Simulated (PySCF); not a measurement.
C₅H₆OS₂, SMILES CSc1ccc(O)s1 at its GFN2-xTB optimised geometry (Å):

```
14

C     -2.3580    -2.0665    -0.9339
S     -0.9644    -2.6073     0.1042
C      0.0745    -1.2028     0.0000
C      1.4330    -1.2028     0.0000
C      2.0005     0.0923     0.0000
C      1.0635     1.0752     0.0024
O      1.2943     2.4028    -0.0232
S     -0.5549     0.4290     0.0275
H     -1.9975    -1.8356    -1.9318
H     -2.8289    -1.1977    -0.4817
H     -3.0553    -2.8970    -0.9670
H      2.0108    -2.1083    -0.0100
H      3.0553     0.2902    -0.0163
H      0.4671     2.8970    -0.0155
```

Computed with PySCF with PBE/def2-TZVP. Cells within 0.4 Å of a nucleus heavier than hydrogen are left out (blank, or x).

Map of the electrostatic potential (hartree/e), clipped to [-0.08, 0.12] on the plane z = 0.0 Å:

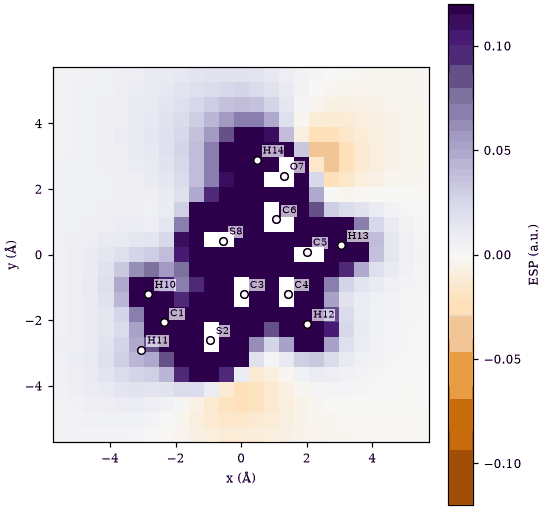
*Electrostatic potential (hartree/e), clipped to [-0.08, 0.12] on the plane z = 0.0 Å.*
